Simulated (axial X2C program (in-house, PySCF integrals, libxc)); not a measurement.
**SiO: relativistic diatomic calculation**

SiO, single determinant with M_S = 0 and |Λ| = 0. Computed at this level: HF, spin-free X2C-1e, Si dyall-v3z, O dyall-av3z (cores contracted) (axial X2C program (in-house, PySCF integrals, libxc)).

## Log
```
spin-free X2C-1e  HF
basis functions 100  fitting functions 582  grid points 4350
iter        total energy     max residual
   1       -364.487675615     7.16e-02
   2       -364.502381766     6.46e-03
   3       -364.502913311     6.89e-03
   4       -364.503252712     1.41e-03
   5       -364.503297209     4.14e-04
   6       -364.503302072     1.04e-04
   7       -364.503302399     4.25e-05
   8       -364.503302452     9.06e-06
   9       -364.503302453     5.82e-07
converged
one-electron -583.38354644  Coulomb 208.53718810  exact exchange -28.64894912  xc functional 0.00000000  nuclear repulsion 38.99200502
correlated 10  virtual 168  natural virtual 88  E(MP2) -0.349938487  MP2 remainder -0.010034965
iter   CCSD correlation   residual
   1     -0.323704693   1.87e-01
   2     -0.336786894   9.78e-02
   3     -0.341322209   3.02e-02
   4     -0.341324452   9.95e-03
   5     -0.341435581   3.34e-03
   6     -0.341441456   1.04e-03
   7     -0.341437150   3.78e-04
   8     -0.341442637   1.19e-04
   9     -0.341442466   3.19e-05
  10     -0.341442354   1.00e-05
  11     -0.341442310   3.40e-06
  12     -0.341442250   1.04e-06
  13     -0.341442255   3.66e-07
(T) -0.017944379296959936  T1 0.0357  D1 0.0530  max T2 0.078
```

## The points of the curve

| R (Å) | E (hartree) | dipole (D; origin at the first atom, positive when the second is positive) | highest filled (eV) | lowest empty (eV) |
| --- | --- | --- | --- | --- |
| 1.322 | −364.455914 | −2.75 | −11.64 | 1.36 |
| 1.383 | −364.487631 | −3.05 | −11.75 | 1.22 |
| 1.429 | −364.499875 | −3.29 | −11.82 | 1.10 |
| 1.474 | −364.504550 | −3.53 | −11.88 | 0.97 |
| 1.520 | −364.503302 | −3.78 | −11.91 | 0.84 |
| 1.573 | −364.496107 | −4.07 | −11.93 | 0.69 |
| 1.626 | −364.484295 | −4.37 | −11.91 | 0.53 |
| 1.695 | −364.464359 | −4.75 | −11.80 | 0.32 |
| 1.778 | −364.435432 | −5.22 | −11.40 | 0.07 |
| 1.900 | −364.389246 | −5.88 | −10.90 | −0.29 |

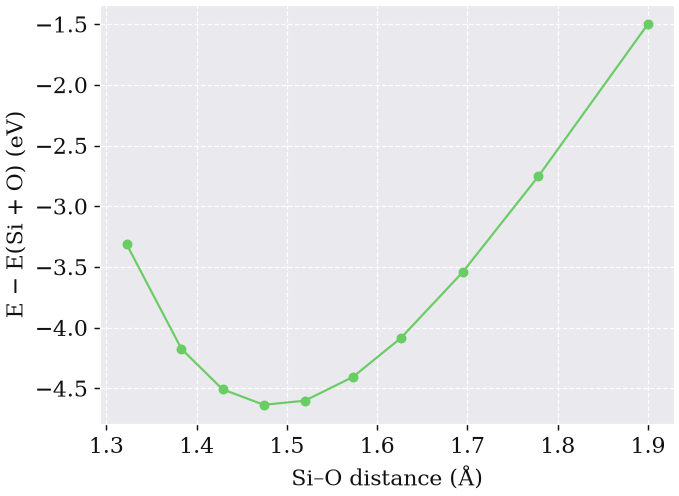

Energy at 10 bond lengths, for one set of occupations held fixed; the line joins the points. A polynomial of degree 6 through 9 points gives rₑ = 1.486 Å, ωₑ = 1391 cm⁻¹, ωₑxₑ = 4.9 cm⁻¹ and Bₑ = 0.7500 cm⁻¹. The minimum lies 4.64 eV below Si + O, each computed as one determinant at the same level.

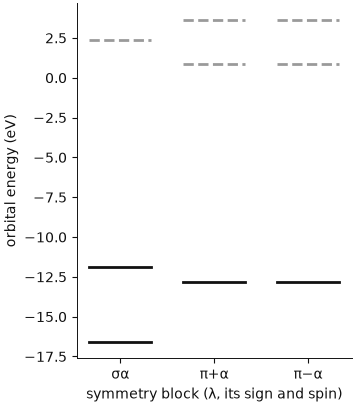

Orbital energies near the frontier at 1.52 Å, filled (solid) and empty (dashed); a label such as π−α means λ = −1 and α spin, and the β levels equal the α ones. The highest filled orbital (σα; 34 % Si s, 32 % Si p) lies at −11.91 eV, the lowest empty one (π−α; 71 % Si p, 12 % O p) at 0.84 eV.

## Input
```
{"zs": [14, 8], "q": 0, "bas": ["dyall-v3z", "dyall-av3z"], "levels": ["PBE0", "HF", "BHandHLYP"], "cc": true, "r0": 1.64, "thr": -2.0, "nmax": 90, "npts": 10, "nst": 2, "ntry": 6}
```

The line is the task of a batch: nuclear charges, charge, bases, the levels to run, a first guess of the distance and further settings. This report covers HF without spin-orbit coupling. The log is that of the reference distance 1.52 Å.

The run was one of a batch that the task file lists, launched with:
```bash
python <driver script> task.json out
```

## Results in brief

| quantity | value |
| --- | --- |
| outcome | converged |
| bond length rₑ | 1.486 Å |
| ωₑ | 1391 cm⁻¹ |
| energy at the minimum | −364.50474 hartree |
| depth below the fragments | 4.64 eV |
| hardware | 1 thread of Arm Neoverse V2, 112 GiB of memory available, shared host |
| peak memory | 0.55 GiB |

## Notes

Hartree–Fock lacks correlation, so it usually binds too weakly.
